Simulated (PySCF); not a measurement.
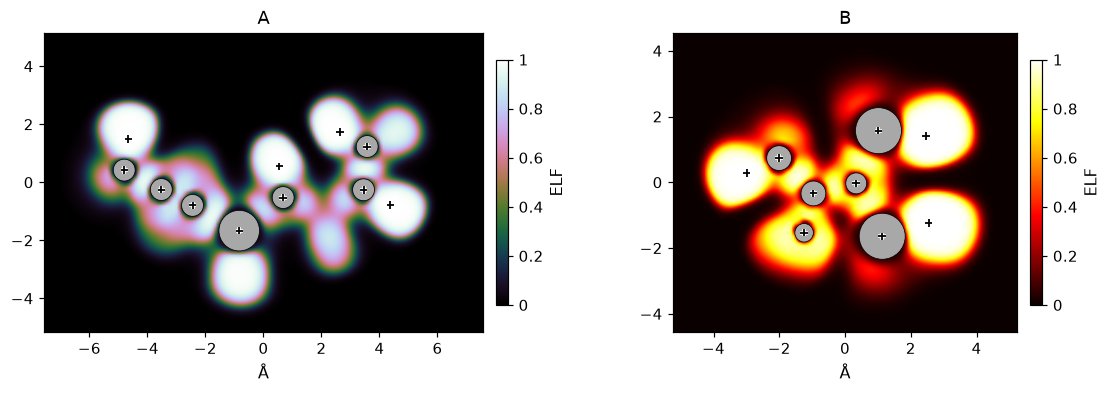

The ELF of 2 systems, each on a plane through atoms (crosses mark nuclei in the plane; grey discs cover the cores).

Level of theory: PBE0/pcSseg-1, SCF density, gas phase, non-relativistic in PySCF 2.14.0.

System 1: C2H9NOSi2 (SMILES CC(=O)N([SiH3])[SiH3]), the plane of atoms C2, N4 and Si5. Geometry: GFN2-xTB.

```xyz
15

C     2.0429    0.0565   -0.1890
C     0.7606   -0.6846    0.0378
O     0.7235   -1.8977    0.2288
N    -0.4127   -0.0421    0.0406
Si   -1.5890   -1.3592    0.3492
Si   -0.6492    1.6636   -0.2030
H     2.8748   -0.6419   -0.1438
H     2.0232    0.5389   -1.1637
H     2.1659    0.8245    0.5716
H    -2.8435   -0.5911    0.3417
H    -1.3782   -1.8865    1.6871
H    -1.5926   -2.2677   -0.7849
H    -0.1168    2.0178   -1.5224
H    -2.0835    1.8945   -0.1246
H     0.0702    2.3830    0.8526
```

System 2: C7H12SSi, the plane of atoms C2, C1 and H12. Geometry: GFN2-xTB.

```xyz
21

C     4.8072    1.2568   -0.1097
C     3.6326    0.4173   -0.0970
C     2.6426   -0.2714   -0.0883
Si    1.1694   -1.3574   -0.0520
C    -0.2430   -0.9147   -1.2199
C    -0.4731   -0.4522    0.2247
S    -1.7943   -1.2562    1.1341
C    -3.2605   -0.5594    0.2880
C    -3.5574    0.8629    0.7212
H     5.3252    1.1620   -1.0639
H     5.4831    0.9597    0.6920
H     4.5207    2.2981    0.0364
H     1.3237   -2.7225    0.4080
H    -0.9023   -1.7031   -1.5600
H    -0.1512   -0.1256   -1.9555
H    -0.4792    0.6187    0.3898
H    -3.0752   -0.6223   -0.7846
H    -4.0797   -1.2283    0.5502
H    -3.7184    0.9040    1.7963
H    -2.7280    1.5217    0.4716
H    -4.4511    1.2288    0.2182
```

### Which map belongs to which system?

Panel A is system 2, C7H12SSi: the plane holds C, Si and H. C–C (1.21 Å): the ELF peaks at about 0.85 between the atoms (a short, multiple covalent bond). Panel B is system 1, C2H9NOSi2: the plane holds C, O, N, Si and H. C–O (1.23 Å): the ELF peaks at about 0.85 between the atoms; a polar covalent bond.
